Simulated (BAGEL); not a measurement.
# One shape, several levels: C2H6Si (vinylsilane)

Wanted: a comparison of 3 runs (HF/STO-3G, HF/6-31G*, HF/6-311+G**) of C2H6Si (vinylsilane). 

The calculation is run with BAGEL 1.2.2.

### 1 The system as given

C2H6Si: 9 atoms, total charge 0, spin state singlet. SMILES: `C=C[SiH3]`. The Si3–H8 distance was set to 1.933 Å, away from the relaxed value.

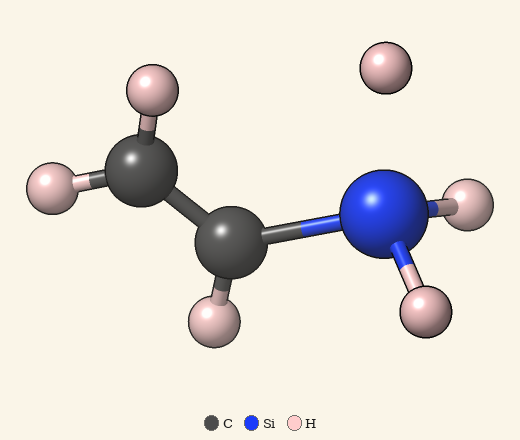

The structure, seen from a chosen angle (carbon dark grey, silicon blue, hydrogen pink).

### 2 A single-point energy at HF/STO-3G (density fitting with qzvpp-jkfit) (run 1)

Input file job.json:

```json
{ "bagel": [

{
  "title": "molecule",
  "basis": "sto-3g",
  "df_basis": "qzvpp-jkfit",
  "angstrom": true,
  "geometry": [
    { "atom": "C", "xyz": [      -0.612545,       1.182305,      -0.746095 ] },
    { "atom": "C", "xyz": [       0.029855,       1.024605,       0.407805 ] },
    { "atom": "Si", "xyz": [       0.661755,      -0.619895,       1.002305 ] },
    { "atom": "H", "xyz": [      -0.804545,       0.345105,      -1.411695 ] },
    { "atom": "H", "xyz": [      -0.975545,       2.150705,      -1.079295 ] },
    { "atom": "H", "xyz": [       0.190555,       1.904105,       1.029805 ] },
    { "atom": "H", "xyz": [       2.136955,      -0.581795,       1.196005 ] },
    { "atom": "H", "xyz": [       0.223400,      -1.972400,      -0.307300 ] },
    { "atom": "H", "xyz": [       0.047955,      -0.982195,       2.308905 ] }
  ]
},

{ "title": "hf" },

{ "title": "print", "file": "orbitals.molden", "orbitals": true }

]}
```

Launch:

```console
$ BAGEL_NUM_THREADS=1 BAGEL job.json > job.out
```

Output:

```text
* using 1 threads per process

  ===============================================================
  ===============================================================

  *** Geometry ***

  { "atom" : "C", "xyz" : [     -1.157542,      2.234233,     -1.409915 ] },
  { "atom" : "C", "xyz" : [      0.056418,      1.936223,      0.770640 ] },
  { "atom" : "Si", "xyz" : [      1.250536,     -1.171432,      1.894082 ] },
  { "atom" : "H", "xyz" : [     -1.520370,      0.652154,     -2.667717 ] },
  { "atom" : "H", "xyz" : [     -1.843513,      4.064243,     -2.039572 ] },
  { "atom" : "H", "xyz" : [      0.360097,      3.598237,      1.946049 ] },
  { "atom" : "H", "xyz" : [      4.038260,     -1.099433,      2.260122 ] },
  { "atom" : "H", "xyz" : [      0.422165,     -3.727296,     -0.580713 ] },
  { "atom" : "H", "xyz" : [      0.090622,     -1.856080,      4.363198 ] },

  Number of auxiliary basis functions:      386

  Since a DF basis is specified, we compute 2- and 3-index integrals:
    o Being stored without compression. Storage requirement is 0.002 GB

  Number of basis functions:       25
  Number of electrons      :       32

    * METHOD: MOLECULE                             0.10

  *** RHF ***

  === Nuclear Repulsion ===
    96.8907086306

      * DIIS with orbital gradients will be used.

  === RHF iteration (sto-3g) ===
      0       -363.74694273          0.00944430           0.01
      1       -363.77460690          0.00233736           0.01
      2       -363.77606083          0.00080140           0.01
      3       -363.77619967          0.00023980           0.01
      4       -363.77621005          0.00002224           0.01
      5       -363.77621025          0.00000756           0.01
      6       -363.77621027          0.00000168           0.02
      7       -363.77621028          0.00000022           0.01
      8       -363.77621028          0.00000004           0.01
      9       -363.77621028          0.00000001           0.01
     10       -363.77621028          0.00000001           0.01
    * SCF iteration converged.

    * Permanent dipole moment:
           (   -0.041076,    -0.134043,    -0.125355) a.u.

    * METHOD: HF                                   0.20

    * METHOD: PRINT                                0.00

  ===============================================================
```

It took 0.45 s on 1 thread of Arm Neoverse V1, shared host; peak memory 0.085 GiB.

### 3 A single-point energy at HF/6-31G(d) (density fitting with qzvpp-jkfit, spherical functions) (run 2)

Input file hf.json:

```json
{ "bagel" : [

{
  "title" : "molecule",
  "basis" : "6-31gs.json",
  "df_basis" : "qzvpp-jkfit",
  "angstrom" : true,
  "geometry" : [
    { "atom" : "C", "xyz" : [   -0.612545,    1.182305,   -0.746095 ] },
    { "atom" : "C", "xyz" : [    0.029855,    1.024605,    0.407805 ] },
    { "atom" : "Si", "xyz" : [    0.661755,   -0.619895,    1.002305 ] },
    { "atom" : "H", "xyz" : [   -0.804545,    0.345105,   -1.411695 ] },
    { "atom" : "H", "xyz" : [   -0.975545,    2.150705,   -1.079295 ] },
    { "atom" : "H", "xyz" : [    0.190555,    1.904105,    1.029805 ] },
    { "atom" : "H", "xyz" : [    2.136955,   -0.581795,    1.196005 ] },
    { "atom" : "H", "xyz" : [    0.223400,   -1.972400,   -0.307300 ] },
    { "atom" : "H", "xyz" : [    0.047955,   -0.982195,    2.308905 ] }
  ]
},
{ "title" : "hf" },
{ "title" : "print", "file" : "orbitals.molden", "orbitals" : true }

]}
```

The basis set 6-31G* is read from a file made from the Basis Set Exchange's data (not shown).

Launch:

```console
$ BAGEL_NUM_THREADS=1 BAGEL hf.json > hf.out
```

Output:

```text
* using 1 threads per process

  ===============================================================
  ===============================================================

  *** Geometry ***

  { "atom" : "C", "xyz" : [     -1.157542,      2.234233,     -1.409915 ] },
  { "atom" : "C", "xyz" : [      0.056418,      1.936223,      0.770640 ] },
  { "atom" : "Si", "xyz" : [      1.250536,     -1.171432,      1.894082 ] },
  { "atom" : "H", "xyz" : [     -1.520370,      0.652154,     -2.667717 ] },
  { "atom" : "H", "xyz" : [     -1.843513,      4.064243,     -2.039572 ] },
  { "atom" : "H", "xyz" : [      0.360097,      3.598237,      1.946049 ] },
  { "atom" : "H", "xyz" : [      4.038260,     -1.099433,      2.260122 ] },
  { "atom" : "H", "xyz" : [      0.422165,     -3.727296,     -0.580713 ] },
  { "atom" : "H", "xyz" : [      0.090622,     -1.856080,      4.363198 ] },

  Number of auxiliary basis functions:      386

  Since a DF basis is specified, we compute 2- and 3-index integrals:
    o Being stored without compression. Storage requirement is 0.010 GB

  Number of basis functions:       58
  Number of electrons      :       32

    * METHOD: MOLECULE                             0.15

  *** RHF ***

  === Nuclear Repulsion ===
    96.8907086306

      * DIIS with orbital gradients will be used.

  === RHF iteration (6-31gs.json) ===
      0       -367.98994325          0.01620978           0.02
      1       -368.05896577          0.00560913           0.03
      2       -368.06747618          0.00165040           0.03
      3       -368.06835234          0.00016220           0.03
      4       -368.06836315          0.00006468           0.03
      5       -368.06836522          0.00002475           0.03
      6       -368.06836554          0.00000815           0.04
      7       -368.06836560          0.00000232           0.03
      8       -368.06836560          0.00000045           0.04
      9       -368.06836560          0.00000012           0.04
     10       -368.06836560          0.00000004           0.04
     11       -368.06836560          0.00000001           0.03
     12       -368.06836560          0.00000000           0.03
    * SCF iteration converged.

    * Permanent dipole moment:
           (    0.081783,    -0.556815,    -0.046415) a.u.

    * METHOD: HF                                   0.55

    * METHOD: PRINT                                0.01

  ===============================================================
```

Run time: 0.85 s. Hardware: 1 thread of Arm Neoverse V1, shared host; peak memory 0.085 GiB.

### 4 A single-point energy at HF/6-311+G(d,p) (density fitting with qzvpp-jkfit) (run 3)

Input file input.json:

```json
{ "bagel": [

{
  "title": "molecule",
  "basis": "6-311+gss.json",
  "df_basis": "qzvpp-jkfit",
  "angstrom": true,
  "geometry": [
    { "atom": "C", "xyz": [      -0.612545,       1.182305,      -0.746095 ] },
    { "atom": "C", "xyz": [       0.029855,       1.024605,       0.407805 ] },
    { "atom": "Si", "xyz": [       0.661755,      -0.619895,       1.002305 ] },
    { "atom": "H", "xyz": [      -0.804545,       0.345105,      -1.411695 ] },
    { "atom": "H", "xyz": [      -0.975545,       2.150705,      -1.079295 ] },
    { "atom": "H", "xyz": [       0.190555,       1.904105,       1.029805 ] },
    { "atom": "H", "xyz": [       2.136955,      -0.581795,       1.196005 ] },
    { "atom": "H", "xyz": [       0.223400,      -1.972400,      -0.307300 ] },
    { "atom": "H", "xyz": [       0.047955,      -0.982195,       2.308905 ] }
  ]
},

{
  "title": "hf"
},

{
  "title": "print",
  "file": "orbitals.molden",
  "orbitals": true
}

]}
```

The basis set 6-311+G** is read from a file made from the Basis Set Exchange's data (not shown).

Launch:

```console
$ BAGEL_NUM_THREADS=1 BAGEL input.json > input.out
```

Output:

```text
* using 1 threads per process

  ===============================================================
  ===============================================================

  *** Geometry ***

  { "atom" : "C", "xyz" : [     -1.157542,      2.234233,     -1.409915 ] },
  { "atom" : "C", "xyz" : [      0.056418,      1.936223,      0.770640 ] },
  { "atom" : "Si", "xyz" : [      1.250536,     -1.171432,      1.894082 ] },
  { "atom" : "H", "xyz" : [     -1.520370,      0.652154,     -2.667717 ] },
  { "atom" : "H", "xyz" : [     -1.843513,      4.064243,     -2.039572 ] },
  { "atom" : "H", "xyz" : [      0.360097,      3.598237,      1.946049 ] },
  { "atom" : "H", "xyz" : [      4.038260,     -1.099433,      2.260122 ] },
  { "atom" : "H", "xyz" : [      0.422165,     -3.727296,     -0.580713 ] },
  { "atom" : "H", "xyz" : [      0.090622,     -1.856080,      4.363198 ] },

  Number of auxiliary basis functions:      386

  Since a DF basis is specified, we compute 2- and 3-index integrals:
    o Being stored without compression. Storage requirement is 0.037 GB

  Number of basis functions:      110
  Number of electrons      :       32

    * METHOD: MOLECULE                             0.23

  *** RHF ***

  === Nuclear Repulsion ===
    96.8907086306

      * DIIS with orbital gradients will be used.

  === RHF iteration (6-311+gss.json) ===
      0       -367.91067486          0.02148234           0.05
      1       -368.07455498          0.01062457           0.05
      2       -368.11573181          0.00154858           0.05
      3       -368.11745706          0.00032483           0.05
      4       -368.11750867          0.00011409           0.06
      5       -368.11751691          0.00002781           0.07
      6       -368.11751787          0.00001207           0.05
      7       -368.11751803          0.00000381           0.05
      8       -368.11751805          0.00000089           0.05
      9       -368.11751805          0.00000024           0.06
     10       -368.11751805          0.00000008           0.06
     11       -368.11751805          0.00000002           0.06
     12       -368.11751805          0.00000001           0.06
    * SCF iteration converged.

    * Permanent dipole moment:
           (    0.068976,    -0.497086,    -0.048978) a.u.

    * METHOD: HF                                   0.89

    * METHOD: PRINT                                0.03

  ===============================================================
```

Wall time 1.3 s (1 thread of Arm Neoverse V1, shared host); peak memory 0.12 GiB.

### 5 The series

```csv
run,level,energy (Eh),dipole moment (D),HOMO energy (eV),LUMO energy (eV),wall time
1,HF/STO-3G (density fitting with qzvpp-jkfit),-363.776210,0.48,-8.58,8.44,0.45 s
2,"HF/6-31G* (density fitting with qzvpp-jkfit, spherical functions)",-368.068366,1.44,-10.42,3.75,0.85 s
3,HF/6-311+G** (density fitting with qzvpp-jkfit),-368.117518,1.28,-10.52,1.55,1.3 s
```

### 6 Outcome

| quantity | value |
| --- | --- |
| run 3: total energy | -368.11752 Eh |
| run 3: dipole moment | 1.28 D |
| run 3: HOMO energy | -10.52 eV |
| run 3: LUMO energy | 1.55 eV |
| run 3: HOMO–LUMO gap | 12.08 eV |

In words: The dipole moment (its size) runs from 0.48 D (HF/STO-3G) to 1.44 D (HF/6-31G*). The HOMO–LUMO gap runs from 12.08 eV (HF/6-311+G**) to 17.02 eV (HF/STO-3G). In run 1 the basis is minimal, so the values are rough. All runs together took 2.6 s, the longest 1.3 s.
